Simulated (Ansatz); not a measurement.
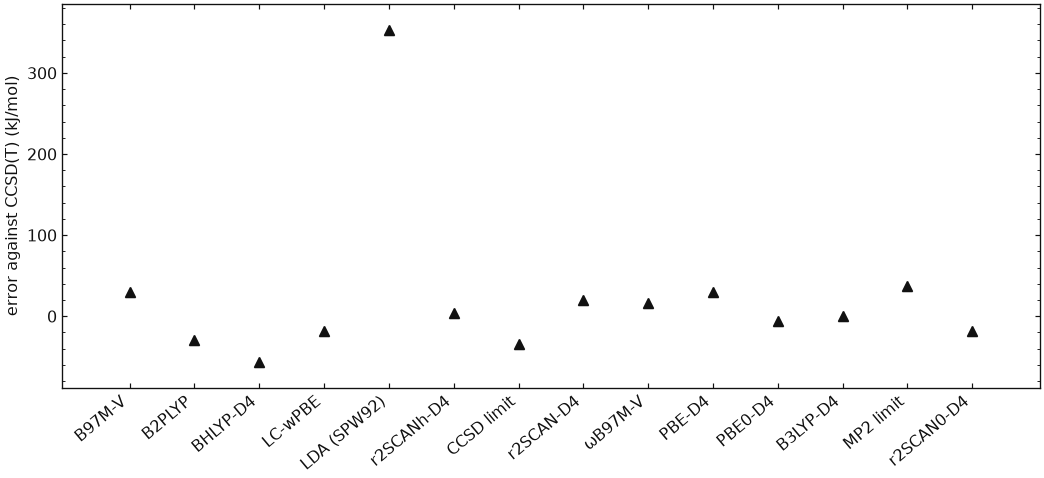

Error in the electronic atomisation energy (method less reference, so positive means overbinding) of BSiH₄SF, SMILES FB[SiH2]S: functionals in def2-TZVPP against frozen-core CCSD(T) at the limit (MP2 extrapolated from triple and quadruple zeta, plus CCSD(T) less MP2 in a smaller set), which gives 2636.4 kJ/mol, at a PBE0-D4/def2-TZVP geometry (a minimum by its frequencies), no zero-point or spin-orbit term, the Ansatz code 0.2.0. The reference leaves out core correlation, a term that grows with the number of heavy atoms. B2PLYP holds a correlation term that converges slowly with the basis, so part of the distance to the limit is basis error. No dispersion term is added to B2PLYP and LC-wPBE. Limit means the basis limit.

Q: What range do the values span?

A: From −56.2 kJ/mol (BHLYP-D4) to 352.7 kJ/mol (LDA (SPW92)).

Q: Which of these levels overbind, and which underbind?

A: Overbind: B97M-V, LDA (SPW92), r2SCAN-D4, PBE-D4 and MP2 limit. Underbind: B2PLYP, BHLYP-D4 and CCSD limit. Within 20 kJ/mol of zero, too close to call in view of what the reference leaves out: LC-wPBE, r2SCANh-D4, ωB97M-V, PBE0-D4, B3LYP-D4 and r2SCAN0-D4.

Caveats, for all or some of the runs: one conformer of a flexible molecule.
